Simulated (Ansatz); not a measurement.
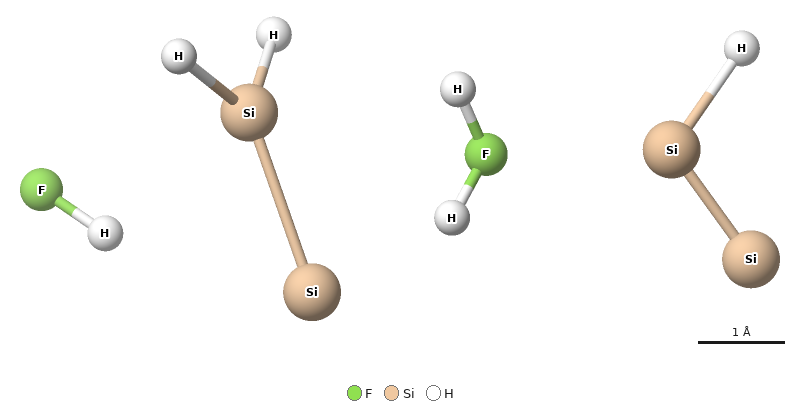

Two geometries of Si2H3F, drawn at one scale. One is the start of a relaxation, the other its converged end. Style: ball-and-stick. Shown face on.

All numbers below come from RKS PBE-D4/def2-SVP in Ansatz. Settings: force threshold 0.03 eV/Å; at most 250 steps.

> Which geometry has the lower energy?

The left one is the relaxed one. It is one of the separated reactants of a reaction. The largest move after the best rigid fit is that of an H atom, 1.92 Å. Largest moves by element: H 1.92 Å, F 1.01 Å, Si 0.84 Å. Among the contacts that change: F–H 0.910 → 3.258 Å, H–Si 2.593 → 1.504 Å, F–Si 2.184 → 2.891 Å, Si–Si 1.597 → 2.225 Å. New bonds form, among them: H–Si (2.59 → 1.50 Å). Bonds break, among them: F–H (0.91 → 3.26 Å). Bond angles that change, for instance: Si–Si–H 106.4° → 123.3°. After 22 accepted moves (23 points after the start) the energy has fallen by 276.8 kcal/mol. Largest force component: 25 eV/Å at the start, 0.025 eV/Å at the end. The line search rejected the trial step at point 12 of the run.
